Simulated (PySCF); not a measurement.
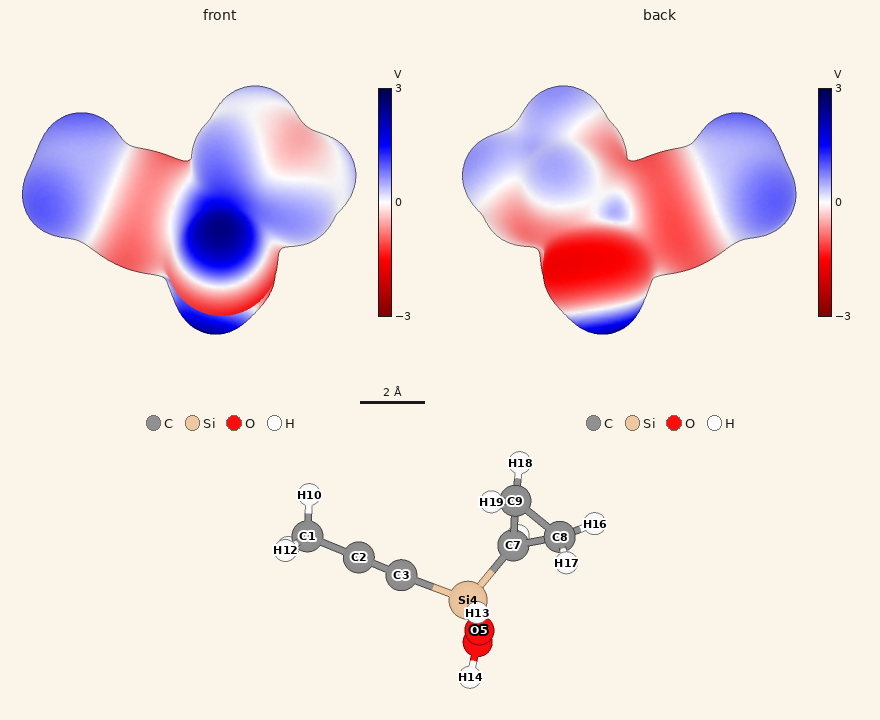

The picture shows: C$_{6}$H$_{10}$O$_{2}$Si. The electrostatic potential painted on the density surface at 0.002 e/bohr³, seen from the front and from behind; red is negative and blue positive. The bare structure is drawn below in the same view.

Geometry: GFN2-xTB.

All numbers below come from PBE0/pcSseg-1, SCF density, gas phase, non-relativistic in PySCF.

```xyz
19

C     3.7493    0.6968    0.5880
C     2.4208    0.5781    0.0289
C     1.3168    0.4821   -0.4431
Si   -0.3962    0.2717   -1.1263
O    -1.0782    1.7418   -1.3663
O    -0.3997   -0.4572   -2.5766
C    -1.3770   -0.8353    0.0359
C    -2.7515   -0.4462    0.5044
C    -1.6060   -0.4140    1.4602
H     3.7511    0.3388    1.6173
H     4.4515    0.1003    0.0059
H     4.0719    1.7377    0.5744
H    -1.2005    2.3337   -0.6313
H    -0.2959    0.0717   -3.3628
H    -1.2233   -1.8970   -0.1083
H    -3.4934   -1.2236    0.6170
H    -3.1646    0.4922    0.1642
H    -1.5581   -1.1676    2.2323
H    -1.2266    0.5467    1.7789
```

Q: Describe the electrostatic potential map.

A: The most negative region (about −1.6 V) lies over O6, the most positive (about +2.5 V) over H13. O6 is the likeliest acceptor of a hydrogen bond.
